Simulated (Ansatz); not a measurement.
The parent structure is GeSe (space group Pnma, No. 62; a = 10.9614 Å, b = 3.8757 Å, c = 4.4321 Å; layered, stacked along the Cartesian x axis).

Perturbation: 0.377 electrons added to each cell, a density of 2.0×10^21 cm⁻³, with a uniform compensating background at fixed cell and a 300 K Fermi–Dirac width.

Method: DFT with PBE-D3(BJ), PAW potentials and a 420 eV plane-wave cutoff in Ansatz (a program for electronic structure), no spin-orbit coupling.

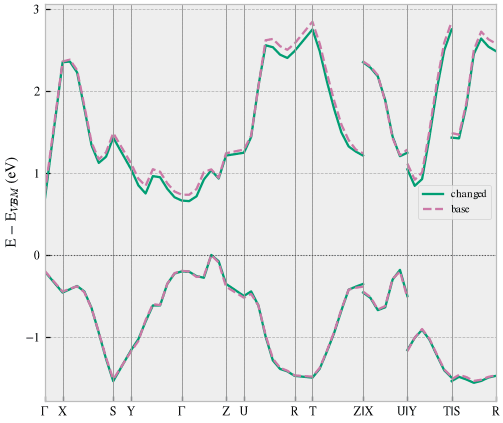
Figure. Highest valence and lowest conduction band along the path, each from its own valence-band maximum

The gap is 0.66 eV, indirect, Γ–Z (67 % along) → Γ–Z (17 % along); the base has 0.73 eV.

Charged cell with a jellium background: band edges are those of the host's band count, energies are not comparable with the neutral cell, and many-body gap narrowing is missing. No phonon test of stability was made. The D3 term's C6 switches between coordination references near this geometry, which can add small steps to energies.
